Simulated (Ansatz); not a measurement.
## Run report: WH₇SF, nudged elastic band (part 1 of 2)

- system: WH₇SF
- method: RKS PBE0-D4/def2-SVP (Ansatz 0.2.0)

The run did not end well. It belongs to a series of runs on one base structure; here: band between the two ends.

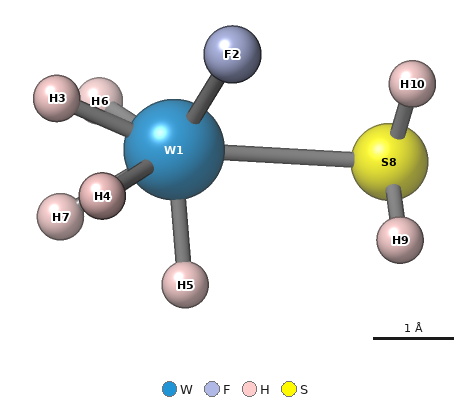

*The structure as given in the input (ball-and-stick view, seen at a tilt; atoms are numbered from 1 in the order of the input). Sticks mark near contacts.*

Bond lengths as drawn: F–W 1.91 Å, H–S 1.35 to 1.36 Å, H–W 1.68 to 1.72 Å and S–W 2.82 Å.

### The input
```yaml
crystal:
  periodic: [false, false, false]
  atoms:
    - { symbol: W, position_ang: [0.289661, 0.031021, 0.295802] }
    - { symbol: F, position_ang: [1.629406, -0.618908, 1.495355] }
    - { symbol: H, position_ang: [0.215612, -1.560248, -0.242838] }
    - { symbol: H, position_ang: [1.298858, -0.597847, -0.907236] }
    - { symbol: H, position_ang: [0.522965, 1.233291, -0.896131] }
    - { symbol: H, position_ang: [-1.295979, -0.647383, 0.32408] }
    - { symbol: H, position_ang: [-0.362457, -0.326057, -1.225025] }
    - { symbol: S, position_ang: [0.437711, 2.241113, 2.037298] }
    - { symbol: H, position_ang: [1.45548, 2.708097, 1.257785] }
    - { symbol: H, position_ang: [1.268343, 1.541321, 2.842411] }
basis:
  gaussian: { orbitals: def2-SVP }
hamiltonian:
  xc: pbe0
  dispersion: d4
neb:
  order_check: false
  images: 9
  f_tol: 0.05
  max_iterations: 60
  final_atoms:
    - { symbol: W, position_ang: [0.19359406, 0.29388946, -0.28896189] }
    - { symbol: F, position_ang: [0.60027124, -0.42546336, 2.33365506] }
    - { symbol: H, position_ang: [1.75102098, -0.14307258, 0.09438943] }
    - { symbol: H, position_ang: [-0.91605599, 0.86906488, 0.81393279] }
    - { symbol: H, position_ang: [-1.00282815, -0.74665314, 0.259328] }
    - { symbol: H, position_ang: [0.53150189, -1.35484132, -0.19258392] }
    - { symbol: H, position_ang: [-0.04709881, 0.80108016, -1.91690738] }
    - { symbol: S, position_ang: [1.07395662, 2.15036271, 0.88155017] }
    - { symbol: H, position_ang: [2.4032695, 2.08764753, 0.61505965] }
    - { symbol: H, position_ang: [0.87196866, 0.47238566, 2.38203908] }
  initial_path:
    images:
      - { positions_ang: [[0.289661, 0.031021, 0.295802], [1.629406, -0.618908, 1.495355], [0.215612, -1.560248, -0.242838], [1.298858, -0.597847, -0.907236], [0.522965, 1.233291, -0.896131], [-1.295979, -0.647383, 0.32408], [-0.362457, -0.326057, -1.225025], [0.437711, 2.241113, 2.037298], [1.45548, 2.708097, 1.257785], [1.268343, 1.541321, 2.842411]] }
      - { positions_ang: [[0.23762315, 0.03617945, 0.22282762], [1.19031273, -0.25061521, 1.53610178], [0.43789998, -1.37507088, -0.02953892], [1.25068972, -0.21000809, -0.83969616], [0.16475033, 1.13623059, -0.90926423], [-1.23659782, -0.76345061, 0.34554341], [-0.19095168, -0.43176271, -1.27030971], [0.80203228, 2.02962068, 1.83108219], [1.65415044, 2.30589926, 1.46727042], [1.14969087, 1.52737751, 2.6274846]] }
      - { positions_ang: [[0.1855853, 0.04133791, 0.14985325], [0.75121946, 0.11767758, 1.57684856], [0.66018795, -1.18989376, 0.18376017], [1.20252144, 0.17783083, -0.77215632], [-0.19346435, 1.03917017, -0.92239747], [-1.17721663, -0.87951821, 0.36700682], [-0.01944636, -0.53746842, -1.31559443], [1.16635357, 1.81812836, 1.62486638], [1.85282087, 1.90370152, 1.67675585], [1.03103875, 1.51343402, 2.41255819]] }
      - { positions_ang: [[0.13354745, 0.04649636, 0.07687887], [0.31212619, 0.48597037, 1.61759535], [0.88247593, -1.00471664, 0.39705925], [1.15435316, 0.56566974, -0.70461648], [-0.55167902, 0.94210976, -0.9355307], [-1.11783545, -0.99558582, 0.38847023], [0.15205895, -0.64317413, -1.36087914], [1.53067485, 1.60663605, 1.41865057], [2.05149131, 1.50150378, 1.88624127], [0.91238662, 1.49949052, 2.19763179]] }
      - { positions_ang: [[0.08150961, 0.05165482, 0.0039045], [-0.12696708, 0.85426316, 1.65834213], [1.10476391, -0.81953952, 0.61035833], [1.10618487, 0.95350866, -0.63707664], [-0.90989369, 0.84504935, -0.94866394], [-1.05845426, -1.11165343, 0.40993364], [0.32356427, -0.74887985, -1.40616385], [1.89499614, 1.39514373, 1.21243476], [2.25016175, 1.09930604, 2.0957267], [0.7937345, 1.48554703, 1.98270538]] }
      - { positions_ang: [[0.02947176, 0.05681327, -0.06906988], [-0.56606036, 1.22255595, 1.69908891], [1.32705188, -0.6343624, 0.82365742], [1.05801659, 1.34134757, -0.5695368], [-1.26810837, 0.74798893, -0.96179717], [-0.99907308, -1.22772104, 0.43139705], [0.49506959, -0.85458556, -1.45144857], [2.25931742, 1.18365141, 1.00621895], [2.44883218, 0.6971083, 2.30521212], [0.67508237, 1.47160354, 1.76777898]] }
      - { positions_ang: [[0.06229622, 0.10422851, -0.11304828], [-0.33279404, 0.89295209, 1.82600214], [1.4118457, -0.53610443, 0.67780382], [0.66320208, 1.24689104, -0.29284288], [-1.21505232, 0.44906052, -0.71757214], [-0.69295808, -1.25314509, 0.30660085], [0.38663591, -0.52345241, -1.54454033], [2.02224526, 1.37699367, 0.98128519], [2.43971965, 0.97521615, 1.96718163], [0.71445963, 1.27175996, 1.890631]] }
      - { positions_ang: [[0.09512068, 0.15164375, -0.15702668], [-0.09952772, 0.56334823, 1.95291537], [1.49663952, -0.43784647, 0.53195022], [0.26838756, 1.1524345, -0.01614897], [-1.16199628, 0.15013211, -0.4733471], [-0.38684309, -1.27856915, 0.18180466], [0.27820223, -0.19231927, -1.63763209], [1.7851731, 1.57033593, 0.95635144], [2.43060711, 1.25332399, 1.62915113], [0.75383688, 1.07191639, 2.01348302]] }
      - { positions_ang: [[0.12794514, 0.19905898, -0.20100509], [0.1337386, 0.23374437, 2.0798286], [1.58143334, -0.33958851, 0.38609663], [-0.12642696, 1.05797796, 0.26054495], [-1.10894023, -0.14879631, -0.22912207], [-0.08072809, -1.30399321, 0.05700847], [0.16976855, 0.13881387, -1.73072386], [1.54810094, 1.76367819, 0.93141768], [2.42149457, 1.53143184, 1.29112064], [0.79321414, 0.87207281, 2.13633504]] }
      - { positions_ang: [[0.1607696, 0.24647422, -0.24498349], [0.36700492, -0.0958595, 2.20674183], [1.66622716, -0.24133055, 0.24024303], [-0.52124147, 0.96352142, 0.53723887], [-1.05588419, -0.44772472, 0.01510297], [0.2253869, -1.32941726, -0.06778773], [0.06133487, 0.46994702, -1.82381562], [1.31102878, 1.95702045, 0.90648393], [2.41238203, 1.80953968, 0.95309015], [0.8325914, 0.67222924, 2.25918706]] }
      - { positions_ang: [[0.19359406, 0.29388946, -0.28896189], [0.60027124, -0.42546336, 2.33365506], [1.75102098, -0.14307258, 0.09438943], [-0.91605599, 0.86906488, 0.81393279], [-1.00282815, -0.74665314, 0.259328], [0.53150189, -1.35484132, -0.19258392], [-0.04709881, 0.80108016, -1.91690738], [1.07395662, 2.15036271, 0.88155017], [2.4032695, 2.08764753, 0.61505965], [0.87196866, 0.47238566, 2.38203908]] }
```

Machine: 2 threads of Arm Neoverse V2, 24 GiB of memory available, shared host.

Command:
```bash
ansatz run input.yaml --threads 2 --pin off --max-ram 3072MiB --backend cpu --events-out ev --progress --plain --runs-dir out
```

### Output
```
Engine: ansatz 0.2.0, aarch64-unknown-linux-gnu
Functional definition: PBE0
  parameter a = 0.25
  parameter kappa = 0.804
  parameter beta = 0.06672455060314922
  exchange = (1 - a)*pbe_x(kappa = kappa, mu = beta*pi^2/3) + a*exact_x
  correlation = pbe_c(beta = beta)
1055 factors; integrals over basis functions are off by at most 5.5e-4 eV
mean field evaluation 1: about -15475.5198 eV, gradient 3.6e1 eV
mean field evaluation 2: about -15470.8900 eV, gradient 6.5e1 eV
mean field evaluation 4: about -15478.1636 eV, gradient 3.2e0 eV
mean field evaluation 8: about -15478.2427 eV, gradient 3.6e-1 eV
mean field evaluation 16: about -15478.2431 eV, gradient 7.7e-5 eV
mean field -15478.24306993 eV, -568.8149412898 hartree, gradient 7.8e-5 eV, S^2 0.000000; 0 other end points of the search recorded, 0 dependent functions left out
the calculation of the forces begins
reference -15478.24311379 eV, -568.8149429016 hartree; 23, 23 occupied and 76, 76 virtual orbitals, 1055 factors
1055 factors; integrals over basis functions are off by at most 1.2e-3 eV
mean field evaluation 32: about -15477.5871 eV, gradient 1.9e-4 eV
mean field -15477.58707318 eV, -568.7908338539 hartree, gradient 3.3e-5 eV, S^2 0.000000; 0 other end points of the search recorded, 0 dependent functions left out
[... from here on the field's lines of each further geometry are left out, up to the last ...]
WARN: NEB end point (image 0): max|allowed force component| = 9.977e-1 eV/Å (the criterion of neb.relax_end_points is 1.000e-2). That is over neb.f_tol: it is no minimum, so the barrier can be far off. Relax it first
NEB iter   1: max|band force component| = 1.312e2 eV/Å  barrier→ = 46.0393 eV  barrier← = 45.3952 eV  Δτ_max = 0.2000 Å  (435 SCF iters)
NEB iter   2: max|band force component| = 2.641e1 eV/Å  barrier→ = 16.2136 eV  barrier← = 15.5695 eV  Δτ_max = 0.2000 Å  (383 SCF iters)
NEB iter   3: max|band force component| = 1.466e1 eV/Å  barrier→ = 8.5575 eV  barrier← = 7.9133 eV  Δτ_max = 0.2000 Å  (357 SCF iters)
NEB iter   4: max|band force component| = 7.248e0 eV/Å  barrier→ = 3.8975 eV  barrier← = 3.2533 eV  Δτ_max = 0.2000 Å  (357 SCF iters)
NEB iter   5: max|band force component| = 3.468e0 eV/Å  barrier→ = 2.4313 eV  barrier← = 1.7872 eV  Δτ_max = 0.1957 Å  (348 SCF iters)
NEB iter   6: max|band force component| = 2.179e0 eV/Å  barrier→ = 2.3963 eV  barrier← = 1.7522 eV  Δτ_max = 0.2000 Å  (336 SCF iters)
NEB iter   7: max|band force component| = 1.884e0 eV/Å  barrier→ = 2.0103 eV  barrier← = 1.3662 eV  Δτ_max = 0.2000 Å  (331 SCF iters)
NEB iter   8: max|band force component| = 2.486e0 eV/Å  barrier→ = 2.1333 eV  barrier← = 1.4892 eV  Δτ_max = 0.1014 Å  (330 SCF iters)
NEB iter   9: max|band force component| = 1.885e0 eV/Å  barrier→ = 2.1395 eV  barrier← = 1.4954 eV  Δτ_max = 0.1027 Å  (299 SCF iters)
NEB iter  10: max|band force component| = 1.201e0 eV/Å  barrier→ = 2.0002 eV  barrier← = 1.3561 eV  Δτ_max = 0.1020 Å  (313 SCF iters)
NEB iter  11: max|band force component| = 1.550e0 eV/Å  barrier→ = 1.7961 eV  barrier← = 1.1520 eV  Δτ_max = 0.0501 Å  (313 SCF iters)
NEB iter  12: max|band force component| = 1.297e0 eV/Å  barrier→ = 1.6441 eV  barrier← = 1.0000 eV  Δτ_max = 0.0504 Å  (302 SCF iters)
NEB iter  13: max|band force component| = 7.772e-1 eV/Å  barrier→ = 1.5215 eV  barrier← = 0.8773 eV  Δτ_max = 0.0504 Å  (303 SCF iters)
NEB iter  14: max|band force component| = 7.902e-1 eV/Å  barrier→ = 1.4015 eV  barrier← = 0.7574 eV  Δτ_max = 0.1020 Å  (304 SCF iters)
NEB iter  15: max|band force component| = 1.072e0 eV/Å  barrier→ = 1.3370 eV  barrier← = 0.6929 eV  Δτ_max = 0.1025 Å  (293 SCF iters)
NEB iter  16: max|band force component| = 1.056e0 eV/Å  barrier→ = 1.2909 eV  barrier← = 0.6468 eV  Δτ_max = 0.1014 Å  (295 SCF iters)
NEB iter  17: max|band force component| = 1.133e0 eV/Å  barrier→ = 1.2059 eV  barrier← = 0.5617 eV  Δτ_max = 0.0507 Å  (305 SCF iters)
NEB iter  18: max|band force component| = 7.660e-1 eV/Å  barrier→ = 1.1825 eV  barrier← = 0.5384 eV  Δτ_max = 0.0506 Å  (300 SCF iters)
NEB iter  19: max|band force component| = 7.892e-1 eV/Å  barrier→ = 1.1521 eV  barrier← = 0.5080 eV  Δτ_max = 0.0503 Å  (303 SCF iters)
NEB iter  20: max|band force component| = 1.018e0 eV/Å  barrier→ = 1.1529 eV  barrier← = 0.5088 eV  Δτ_max = 0.1020 Å  (304 SCF iters)
NEB iter  21: max|band force component| = 1.122e0 eV/Å  barrier→ = 1.2571 eV  barrier← = 0.6130 eV  Δτ_max = 0.0503 Å  (307 SCF iters)
NEB iter  22: max|band force component| = 1.100e0 eV/Å  barrier→ = 1.1634 eV  barrier← = 0.5193 eV  Δτ_max = 0.0503 Å  (303 SCF iters)
NEB iter  23: max|band force component| = 8.623e-1 eV/Å  barrier→ = 1.0543 eV  barrier← = 0.4102 eV  Δτ_max = 0.1026 Å  (302 SCF iters)
NEB iter  24: max|band force component| = 8.499e-1 eV/Å  barrier→ = 0.9834 eV  barrier← = 0.3393 eV  Δτ_max = 0.1016 Å  (296 SCF iters)
NEB iter  25: max|band force component| = 8.407e-1 eV/Å  barrier→ = 0.9225 eV  barrier← = 0.2784 eV  Δτ_max = 0.1006 Å  (304 SCF iters)
NEB iter  26: max|band force component| = 3.706e-1 eV/Å  barrier→ = 0.8874 eV  barrier← = 0.2433 eV  CI = image 9  Δτ_max = 0.2000 Å  (300 SCF iters)
NEB iter  27: max|band force component| = 1.063e0 eV/Å  barrier→ = 0.9805 eV  barrier← = 0.3363 eV  CI = image 9  Δτ_max = 0.1005 Å  (311 SCF iters)
NEB iter  28: max|band force component| = 1.464e0 eV/Å  barrier→ = 1.0173 eV  barrier← = 0.3732 eV  CI = image 9  Δτ_max = 0.1008 Å  (299 SCF iters)
NEB iter  29: max|band force component| = 1.662e0 eV/Å  barrier→ = 1.0596 eV  barrier← = 0.4155 eV  CI = image 9  Δτ_max = 0.1001 Å  (297 SCF iters)
NEB iter  30: max|band force component| = 1.745e0 eV/Å  barrier→ = 1.1013 eV  barrier← = 0.4572 eV  CI = image 9  Δτ_max = 0.2000 Å  (297 SCF iters)
NEB iter  31: max|band force component| = 1.746e0 eV/Å  barrier→ = 1.1711 eV  barrier← = 0.5270 eV  CI = image 9  Δτ_max = 0.1924 Å  (296 SCF iters)
NEB iter  32: max|band force component| = 1.630e0 eV/Å  barrier→ = 1.2023 eV  barrier← = 0.5582 eV  CI = image 9  Δτ_max = 0.2000 Å  (297 SCF iters)
NEB iter  33: max|band force component| = 1.414e0 eV/Å  barrier→ = 1.2032 eV  barrier← = 0.5591 eV  CI = image 9  Δτ_max = 0.1998 Å  (300 SCF iters)
NEB iter  34: max|band force component| = 1.308e0 eV/Å  barrier→ = 1.1757 eV  barrier← = 0.5316 eV  CI = image 9  Δτ_max = 0.1922 Å  (300 SCF iters)
NEB iter  35: max|band force component| = 8.255e-1 eV/Å  barrier→ = 1.0811 eV  barrier← = 0.4370 eV  CI = image 9  Δτ_max = 0.1989 Å  (302 SCF iters)
NEB iter  36: max|band force component| = 7.515e-1 eV/Å  barrier→ = 1.0281 eV  barrier← = 0.3840 eV  CI = image 9  Δτ_max = 0.1987 Å  (295 SCF iters)
NEB iter  37: max|band force component| = 5.223e-1 eV/Å  barrier→ = 0.9939 eV  barrier← = 0.3497 eV  CI = image 9  Δτ_max = 0.1950 Å  (302 SCF iters)
NEB iter  38: max|band force component| = 6.725e-1 eV/Å  barrier→ = 0.9913 eV  barrier← = 0.3472 eV  CI = image 9  Δτ_max = 0.1031 Å  (301 SCF iters)
NEB iter  39: max|band force component| = 3.948e-1 eV/Å  barrier→ = 0.9882 eV  barrier← = 0.3441 eV  CI = image 9  Δτ_max = 0.1014 Å  (297 SCF iters)
NEB iter  40: max|band force component| = 4.154e-1 eV/Å  barrier→ = 0.9902 eV  barrier← = 0.3461 eV  CI = image 9  Δτ_max = 0.1018 Å  (294 SCF iters)
NEB iter  41: max|band force component| = 5.463e-1 eV/Å  barrier→ = 0.9861 eV  barrier← = 0.3420 eV  CI = image 9  Δτ_max = 0.0509 Å  (293 SCF iters)
NEB iter  42: max|band force component| = 5.074e-1 eV/Å  barrier→ = 0.9866 eV  barrier← = 0.3425 eV  CI = image 9  Δτ_max = 0.0505 Å  (294 SCF iters)
NEB iter  43: max|band force component| = 3.719e-1 eV/Å  barrier→ = 0.9868 eV  barrier← = 0.3427 eV  CI = image 9  Δτ_max = 0.0505 Å  (292 SCF iters)
NEB iter  44: max|band force component| = 3.080e-1 eV/Å  barrier→ = 0.9888 eV  barrier← = 0.3447 eV  CI = image 9  Δτ_max = 0.0507 Å  (296 SCF iters)
NEB iter  45: max|band force component| = 2.430e-1 eV/Å  barrier→ = 0.9841 eV  barrier← = 0.3400 eV  CI = image 9  Δτ_max = 0.1028 Å  (296 SCF iters)
NEB iter  46: max|band force component| = 3.355e-1 eV/Å  barrier→ = 0.9867 eV  barrier← = 0.3426 eV  CI = image 9  Δτ_max = 0.1022 Å  (295 SCF iters)
NEB iter  47: max|band force component| = 3.513e-1 eV/Å  barrier→ = 0.9866 eV  barrier← = 0.3425 eV  CI = image 9  Δτ_max = 0.1020 Å  (292 SCF iters)
NEB iter  48: max|band force component| = 7.000e-1 eV/Å  barrier→ = 0.9868 eV  barrier← = 0.3427 eV  CI = image 9  Δτ_max = 0.0505 Å  (291 SCF iters)
NEB iter  49: max|band force component| = 3.150e-1 eV/Å  barrier→ = 0.9719 eV  barrier← = 0.3278 eV  CI = image 9  Δτ_max = 0.1012 Å  (294 SCF iters)
NEB iter  50: max|band force component| = 2.292e-1 eV/Å  barrier→ = 0.9595 eV  barrier← = 0.3154 eV  CI = image 9  Δτ_max = 0.1007 Å  (291 SCF iters)
NEB iter  51: max|band force component| = 3.283e-1 eV/Å  barrier→ = 0.9510 eV  barrier← = 0.3069 eV  CI = image 9  Δτ_max = 0.0503 Å  (292 SCF iters)
NEB iter  52: max|band force component| = 4.155e-1 eV/Å  barrier→ = 0.9473 eV  barrier← = 0.3032 eV  CI = image 9  Δτ_max = 0.0252 Å  (297 SCF iters)
NEB iter  53: max|band force component| = 4.377e-1 eV/Å  barrier→ = 0.9458 eV  barrier← = 0.3017 eV  CI = image 9  Δτ_max = 0.0252 Å  (291 SCF iters)
NEB iter  54: max|band force component| = 4.059e-1 eV/Å  barrier→ = 0.9436 eV  barrier← = 0.2995 eV  CI = image 9  Δτ_max = 0.0506 Å  (289 SCF iters)
NEB iter  55: max|band force component| = 3.661e-1 eV/Å  barrier→ = 0.9429 eV  barrier← = 0.2988 eV  CI = image 9  Δτ_max = 0.1023 Å  (298 SCF iters)
NEB iter  56: max|band force component| = 4.279e-1 eV/Å  barrier→ = 0.9432 eV  barrier← = 0.2991 eV  CI = image 9  Δτ_max = 0.1014 Å  (296 SCF iters)
NEB iter  57: max|band force component| = 4.260e-1 eV/Å  barrier→ = 0.9441 eV  barrier← = 0.3000 eV  CI = image 9  Δτ_max = 0.1011 Å  (299 SCF iters)
NEB iter  58: max|band force component| = 4.667e-1 eV/Å  barrier→ = 0.9459 eV  barrier← = 0.3018 eV  CI = image 9  Δτ_max = 0.1014 Å  (294 SCF iters)
NEB iter  59: max|band force component| = 4.922e-1 eV/Å  barrier→ = 0.9430 eV  barrier← = 0.2989 eV  CI = image 9  Δτ_max = 0.1005 Å  (297 SCF iters)
the calculation of the forces begins
reference -15477.97948871 eV, -568.8052548589 hartree; 23, 23 occupied and 76, 76 virtual orbitals, 1050 factors
these checks for a lower state are left out or cut short: starts, cluster_reference, orbital_swaps, neighbouring_geometries, increment
1044 factors; integrals over basis functions are off by at most 1.2e-3 eV
mean field -15477.32345520 eV, -568.7811460719 hartree, gradient 9.2e-6 eV, S^2 0.000000; 0 other end points of the search recorded, 0 dependent functions left out
the calculation of the forces begins
reference -15477.32349736 eV, -568.7811476213 hartree; 23, 23 occupied and 76, 76 virtual orbitals, 1044 factors
NEB iter  60: max|band force component| = 3.809e-1 eV/Å  barrier→ = 0.9319 eV  barrier← = 0.2878 eV  CI = image 9  Δτ_max = 0.1027 Å  (295 SCF iters)
```
